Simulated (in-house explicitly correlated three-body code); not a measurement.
Two electrons around a point charge Z = 4.6. Computed variationally in 260 exponentially correlated functions with an in-house code, non-relativistic, converged to about 10⁻⁷ hartree. Wanted, and plotted below: the bound S and P states that converged, by term and principal number n, on a logarithmic scale of binding.

The ground state is bound by 213.9 eV. The n = 2 states drawn run, from the deepest, 2 ³S (49.8 eV), 2 ¹S (46.0 eV), 2 ³P (45.8 eV), 2 ¹P (43.6 eV). Exchange puts 2 ³S below 2 ¹S by 3.76 eV and 2 ³P below 2 ¹P by 2.26 eV. Quantum defects n − (Z − 1)/√(2 E(binding)): 2 ³S 0.118, 2 ¹S 0.042, 2 ³P 0.038, 2 ¹P −0.012.

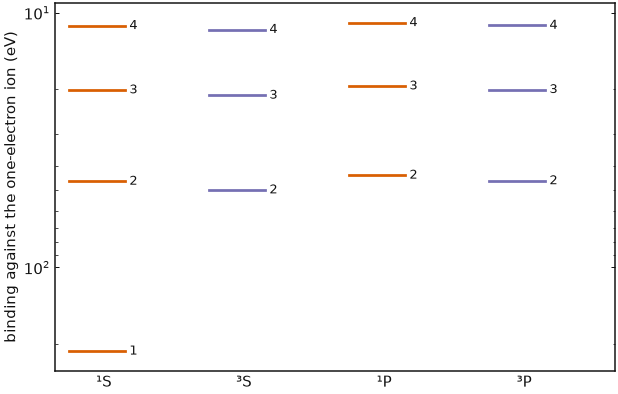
